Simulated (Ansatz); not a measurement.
Cell of SnO2-1T on SnO2-1T (facing atoms over hollows or bridges), with its geometry taken from a PBE+D3(BJ) run:

```xyz
6
Lattice="3.2154 0.0000 0.0000 -1.6077 2.7846 0.0000 0.0000 0.0000 25.9560" Properties=species:S:1:pos:R:3 pbc="T T T"
O      1.6077     0.9282     9.6518
Sn     0.0000     0.0000    10.6672
O      0.0000     1.8564    11.6796
O      1.6077     0.9282    14.2760
Sn     0.0000     0.0000    15.2885
O      0.0000     1.8564    16.3038
```

Computed with HSE06 (plane waves to 420 eV, PAW; Ansatz, a quantum-chemistry and plane-wave program). Scalar-relativistic, without spin–orbit coupling. Its k-point mesh 9×9×1, Fermi–Dirac width 0.01 eV. HSE06 ran on meshes of its own (9×9×1); its edges and gaps are taken over the mesh and over extra points off it, mostly where PBE has its edges. A dipole correction is on.

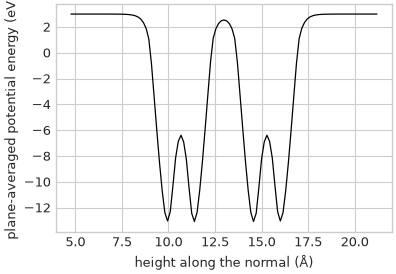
Figure: Smooth (PAW) electrostatic potential energy of an electron, averaged over planes, about its mean

The curve spans 16.1 eV over the stretch drawn.
